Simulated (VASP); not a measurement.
Band structure of Cr$_{2}$O$_{3}$ (corundum). These are PBE GGA + U (Dudarev), VASP's PBE PAW potentials (set 64) (plane waves; VASP 6.6.1) values and carry that method's errors.

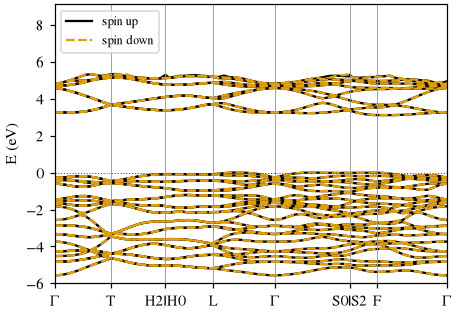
Fig. 1. Bands along high-symmetry lines, zero at the valence-band maximum or, without a gap, the Fermi level

Problem. Read the plot: is there a gap, and where are the band edges?

Solution. The gap is indirect, 3.11 eV, from the valence maximum at L-Γ at 0.36 to the conduction minimum at F-Γ at 0.18. (Edges off the drawn lines would not show.)

The compound is Cr2O3 in the corundum structure. It was relaxed first, which changed the volume by +6 %.
